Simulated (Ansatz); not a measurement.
# One shape, several levels: triplet AlGeH4Cl

We compute a comparison of 6 runs (U-r2SCAN0/def2-SVP, U-wB97X/def2-SVP, UPBE0/def2-SVP, RPA@PBE0/def2-SVP, UMP2/def2-SVP, UCCSD(T)/def2-SVP) of triplet AlGeH4Cl. 

The results are computed with Ansatz 0.2.0.

66 further runs of the same task are left out: 66 set aside as unsound or not needed. Runs told in other sessions of the task aren't counted.

### Step 1. The system as given

AlGeH4Cl: 7 atoms, total charge 0, spin state triplet. SMILES of the parent species: `[Cl][AlH][GeH3]`. Geometry: relaxed at PBE0-D4/def2-TZVP. That shape belongs to the parent species and isn't relaxed for this state.

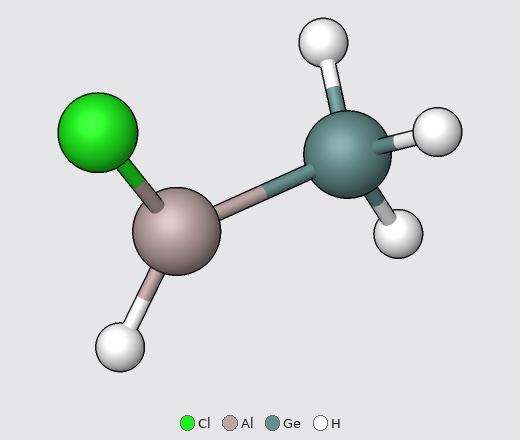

Viewed from a chosen angle; chlorine green, aluminium light grey, germanium teal, hydrogen white.

### Step 2. A single-point energy at U-r2SCAN0/def2-SVP (run 1)

Contents of job.yaml:

```yaml
basis:
  gaussian: {orbitals: def2-SVP}
crystal:
  periodic: [false, false, false]
  atoms:
    - {symbol: Cl, position_ang: [-2.499300, -1.527200, -0.126900]}
    - {symbol: Al, position_ang: [-0.425400, -1.314700, 0.144500]}
    - {symbol: Ge, position_ang: [0.501100, 0.959800, -0.093300]}
    - {symbol: H, position_ang: [0.379500, -2.632000, 0.480000]}
    - {symbol: H, position_ang: [0.225700, 1.522500, -1.499900]}
    - {symbol: H, position_ang: [-0.144000, 1.926400, 0.916800]}
    - {symbol: H, position_ang: [2.023700, 0.997300, 0.133100]}
magnetization: {spin_polarized: true, initial_magnetization: 2}
hamiltonian: {xc: {name: r2SCAN0}}
accuracy: high
output: {orbitals: {seedname: orbitals}}
```

Started as:

```sh
ansatz run job.yaml --threads 1 --pin off --max-ram 2610MiB --events-out events.jsonl --progress --plain --runs-dir runs
```

The program printed:

```text
Warning: RAYON_NUM_THREADS=1 ignored (pool sized by the plan → 1); use --threads N
Functional definition: r2SCAN0
  name "r2SCAN0"
  parameter a = 0.25
  parameter k0 = 0.174
  parameter k1 = 0.065
  parameter a1 = 4.9479
  exchange = (1 - a)*r2scan_x(k0 = k0, k1 = k1, a1 = a1) + a*exact_x
  correlation = r2scan_c
1767 factors; integrals over basis functions are off by at most 6.3e-9 eV
mean field evaluation 1: about -75684.6105 eV, gradient 1.0e1 eV
mean field evaluation 2: about -75684.7549 eV, gradient 9.0e0 eV
mean field evaluation 4: about -75685.0590 eV, gradient 4.0e-1 eV
mean field evaluation 8: about -75685.1584 eV, gradient 1.1e-1 eV
mean field evaluation 16: about -75685.1588 eV, gradient 1.7e-3 eV
mean field evaluation 32: about -75685.1588 eV, gradient 1.3e-7 eV
mean field -75685.15881116 eV, -2781.3782850671 hartree, gradient 6.5e-8 eV, S^2 2.005439; 0 other end points of the search recorded, 0 dependent functions left out
reference -75685.15881339 eV, -2781.3782851488 hartree; 34, 32 occupied and 54, 56 virtual orbitals, 1767 factors
Total energy: -75685.15881339 eV, -2781.3782851488 hartree
```

Wall time 57 s (1 thread of Arm Neoverse V1, shared host); peak memory 0.62 GiB.

### Step 3. The energy at U-wB97X/def2-SVP (run 2)

Contents of molecule.yaml:

```yaml
crystal:
  periodic: [false, false, false]
  atoms:
    - {symbol: Cl, position_ang: [-2.499300, -1.527200, -0.126900]}
    - {symbol: Al, position_ang: [-0.425400, -1.314700, 0.144500]}
    - {symbol: Ge, position_ang: [0.501100, 0.959800, -0.093300]}
    - {symbol: H, position_ang: [0.379500, -2.632000, 0.480000]}
    - {symbol: H, position_ang: [0.225700, 1.522500, -1.499900]}
    - {symbol: H, position_ang: [-0.144000, 1.926400, 0.916800]}
    - {symbol: H, position_ang: [2.023700, 0.997300, 0.133100]}
basis:
  gaussian: {orbitals: def2-SVP}
output: {orbitals: {seedname: orbitals}}
hamiltonian: {xc: {name: wB97X}}
magnetization: {spin_polarized: true, initial_magnetization: 2}
accuracy: high
```

Started as:

```sh
ansatz run molecule.yaml --threads 1 --pin off --max-ram 2610MiB --events-out events.jsonl --progress --plain --runs-dir runs
```

The program printed (excerpt; [...] marks lines left out):

```text
Warning: RAYON_NUM_THREADS=1 ignored (pool sized by the plan → 1); use --threads N
Functional definition: wB97X
  name "wB97X"
[...]
      + exact_x_lr(omega)
[...]
      + integral(e_c_pw_opposite_spin*poly(b97_u_opposite, 1, cos1, cos2, cos3, cos4))
1767 factors; integrals over basis functions are off by at most 6.3e-9 eV
389 factors; integrals over basis functions are off by at most 2.4e-9 eV
[...]
mean field -75688.16637641 eV, -2781.4888110514 hartree, gradient 5.4e-8 eV, S^2 2.005313; 0 other end points of the search recorded, 0 dependent functions left out
reference -75688.16637376 eV, -2781.4888109539 hartree; 34, 32 occupied and 54, 56 virtual orbitals, 1767 factors
Total energy: -75688.16637376 eV, -2781.4888109539 hartree
```

Wall time 89 s (1 thread of Arm Neoverse V1, shared host); peak memory 0.96 GiB.

Run 3 isn't shown in full; the table further down has it.

### Step 4. A single-point energy at RPA@PBE0/def2-SVP (run 4)

Contents of in.yaml:

```yaml
crystal:
  periodic: [false, false, false]
  atoms:
    - symbol: Cl
      position_ang: [-2.499300, -1.527200, -0.126900]
    - symbol: Al
      position_ang: [-0.425400, -1.314700, 0.144500]
    - symbol: Ge
      position_ang: [0.501100, 0.959800, -0.093300]
    - symbol: H
      position_ang: [0.379500, -2.632000, 0.480000]
    - symbol: H
      position_ang: [0.225700, 1.522500, -1.499900]
    - symbol: H
      position_ang: [-0.144000, 1.926400, 0.916800]
    - symbol: H
      position_ang: [2.023700, 0.997300, 0.133100]
basis:
  gaussian: {orbitals: def2-SVP}
magnetization: {spin_polarized: true, initial_magnetization: 2}
hamiltonian: {xc: {name: PBE0}}
correlation: {method: rpa, frozen_orbitals: {Al: 5, Cl: 5, Ge: 9, H: 0}}
accuracy: high
```

Started as:

```sh
ansatz run in.yaml --threads 1 --pin off --max-ram 2610MiB --events-out events.jsonl --progress --plain --runs-dir runs
```

The program printed (excerpt; [...] marks lines left out):

```text
Warning: RAYON_NUM_THREADS=1 ignored (pool sized by the plan → 1); use --threads N
Functional definition: PBE0
  name "PBE0"
[...]
1767 factors; integrals over basis functions are off by at most 6.3e-9 eV
[...]
mean field -75673.06291254 eV, -2780.9337689916 hartree, gradient 5.5e-8 eV, S^2 2.003141; 0 other end points of the search recorded, 0 dependent functions left out
19 core orbitals not correlated: weight in the atoms' cores, before any rotation towards them, 1.000 or more for the frozen orbitals, at most 0.000 for the correlated occupied ones
reference -75607.13976020 eV, -2778.5111378272 hartree; 15, 13 occupied and 54, 56 virtual orbitals, 1767 factors
Total energy: -75624.92437519 eV, -2779.1647103734 hartree
```

Wall time 33 s (1 thread of Arm Neoverse V1, shared host); peak memory 0.47 GiB.

Run 5 isn't shown in full; the table further down has it.

### Step 5. The energy at UCCSD(T)/def2-SVP (run 6)

Edit molecule.yaml of step 3 so:

```diff
@@ -11,6 +11,12 @@
 basis:
-  gaussian: {orbitals: def2-SVP}
-output: {orbitals: {seedname: orbitals}}
-hamiltonian: {xc: {name: wB97X}}
-magnetization: {spin_polarized: true, initial_magnetization: 2}
+  gaussian:
+    orbitals: def2-SVP
+magnetization:
+  spin_polarized: true
+  initial_magnetization: 2
+correlation:
+  method: ccsd_t
+  frozen_orbitals: {Al: 5, Cl: 5, Ge: 9, H: 0}
 accuracy: high
+scf:
+  omitted_lower_state_checks: [cluster_reference, increment]
```

Started as:

```sh
ansatz run molecule.yaml --threads 1 --pin off --max-ram 2610MiB --events-out events.jsonl --progress --plain --runs-dir runs
```

The program printed (excerpt; [...] marks lines left out):

```text
Warning: RAYON_NUM_THREADS=1 ignored (pool sized by the plan → 1); use --threads N
Functional definition: HF
  name "HF"
[...]
1767 factors; integrals over basis functions are off by at most 6.3e-9 eV
[...]
mean field -75607.97471943 eV, -2778.5418220130 hartree, gradient 2.4e-8 eV, S^2 2.007157; 1 other end points of the search recorded, 0 dependent functions left out
19 core orbitals not correlated: weight in the atoms' cores, before any rotation towards them, 1.000 or more for the frozen orbitals, at most 0.000 for the correlated occupied ones
reference -75607.97471943 eV, -2778.5418220130 hartree; 15, 13 occupied and 54, 56 virtual orbitals, 1767 factors
second order -11.38828236 eV of doubles, -0.00000000 eV of singles
cycle   1  -11.90013163 eV  change   -5.1e-1 eV  update   9.6e-2
[...]
cycle  30  -12.45147671 eV  change    2.3e-9 eV  update   1.3e-9
perturbative correction -0.33797437 eV, -0.0124203289 hartree
Total energy: -75620.76417050 eV, -2779.0118256711 hartree
Checks for a lower state left out: cluster_reference, increment
```

Run time: 85 s. Hardware: 1 thread of Arm Neoverse V1, shared host; peak memory 0.72 GiB.

### Step 6. All runs side by side

| run | level | frozen core orbitals | energy (Eh) | ⟨S²⟩ | wall time |
| --- | --- | --- | --- | --- | --- |
| 1 | U-r2SCAN0/def2-SVP | – | -2781.378285 | 2.005 | 57 s |
| 2 | U-wB97X/def2-SVP | – | -2781.488811 | 2.005 | 89 s |
| 3 | UPBE0/def2-SVP | – | -2780.933769 | 2.003 | 22 s |
| 4 | RPA@PBE0/def2-SVP | 19 | -2779.164710 | 2.003 | 33 s |
| 5 | UMP2/def2-SVP | 19 | -2778.960334 | 2.007 | 6.9 s |
| 6 | UCCSD(T)/def2-SVP | 19 | -2779.011826 | 2.007 | 85 s |

### Step 7. Outcome

| quantity | value |
| --- | --- |
| run 6: total energy | -2779.01183 Eh |
| run 6: correlation energy (19 core orbitals frozen) | -470.0 mEh |
| run 6: (T) correction | -12.42 mEh |
| run 6: ⟨S²⟩ of the reference determinant | 2.007 |
| run 6: T1 diagnostic | 0.024 |

Totals of different functionals can't be ranked against each other. All runs together took 4.9 min, the longest 89 s.
